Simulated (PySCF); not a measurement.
**C7H13AlO2 (SMILES CC(C)(C)C1=C[O][AlH2-][O+]=C1): density, localisation and related maps**

```tsv
atom	x (Å)	y (Å)	z (Å)
C	-1.6632	-0.7463	-1.0640
C	-1.0709	-0.0098	0.1452
C	-1.4194	-0.7601	1.4383
C	-1.7047	1.3820	0.2220
C	0.4445	0.0528	-0.0126
C	1.1499	1.2421	-0.1690
O	2.4090	1.3244	-0.3148
Al	3.7157	0.0729	-0.3754
O	2.4420	-1.2089	-0.1542
C	1.1858	-1.1302	-0.0244
H	-2.7456	-0.7979	-0.9751
H	-1.2791	-1.7596	-1.1375
H	-1.4168	-0.2212	-1.9838
H	-1.0873	-1.7935	1.4061
H	-2.4964	-0.7591	1.5877
H	-0.9550	-0.2757	2.2939
H	-1.3157	1.9428	1.0680
H	-1.5371	1.9456	-0.6920
H	-2.7789	1.2776	0.3558
H	0.6105	2.1944	-0.1720
H	4.2781	-0.0224	-1.8074
H	4.5733	0.1623	0.9031
H	0.6566	-2.0852	0.0860
```

Geometry: GFN2-xTB.

Theory: PySCF 2.14.0, PBE0/pcSseg-1, SCF density, gas phase, non-relativistic.

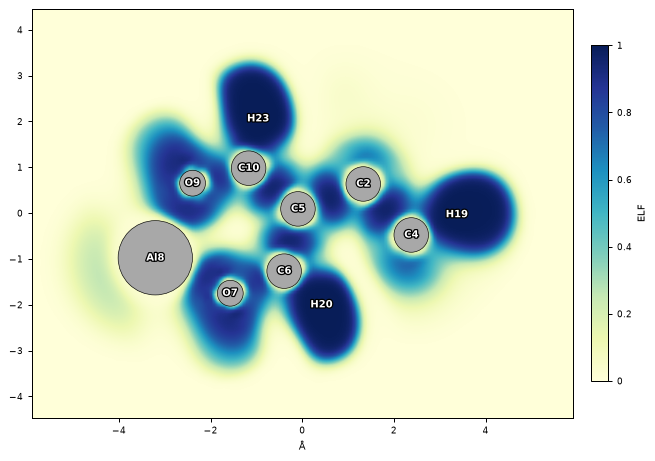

Figure 1. Electron localisation function on the plane of atoms O7, C6 and H20. Grey discs cover the atomic cores.

Question: Interpret the plot.

Answer:
- The plane passes through C, O, Al and H nuclei.
- C–O (1.27 Å): the ELF peaks at about 0.90 between the atoms: a short, strongly polar bond.
- C–C (1.39 Å): the ELF peaks at about 0.95 between the atoms (a covalent bond).
- Al–O (1.81 Å): the ELF peaks at about 0.90 in the valence shell of O, 0.6 Å from its nucleus, and is about 0.50 at the midpoint.
- C–H (1.09 Å): the ELF climbs to about 1 towards the hydrogen, as it does in any bond to H: a covalent bond by its length.
- C–C (1.52 Å): the ELF peaks at about 0.95 between the atoms: a covalent bond.
- The ELF also peaks beside O7 and O9, away from the bonds: lone-pair regions.

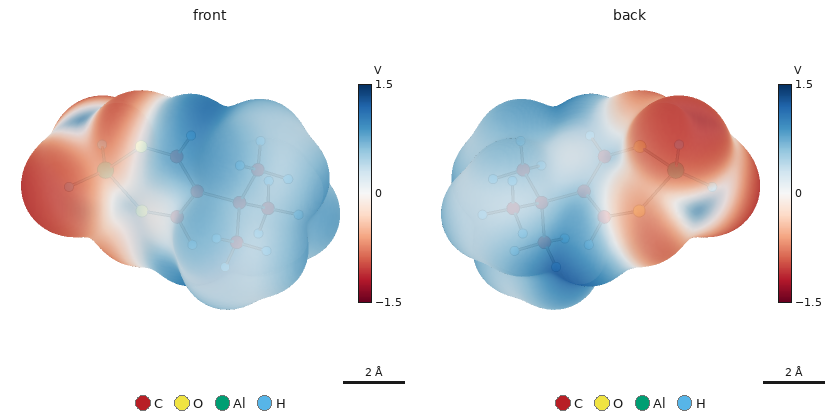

Figure 2. The molecular electrostatic potential painted on the density surface at 0.001 e/bohr³, seen from the front and from behind; red is negative and blue positive.

Question: Which sites attract a positive test charge, and which a negative one?

Answer: A positive charge is drawn to the negative regions and a negative charge to the positive ones. The most negative region (about −1.0 V, or −23 kcal/mol for a unit charge) lies over H21 and H22, the most positive (about +1.2 V, or +28 kcal/mol for a unit charge) over H23.

Question: What dipole moment does the calculation give?

Answer: Its dipole moment is 5.05 D.
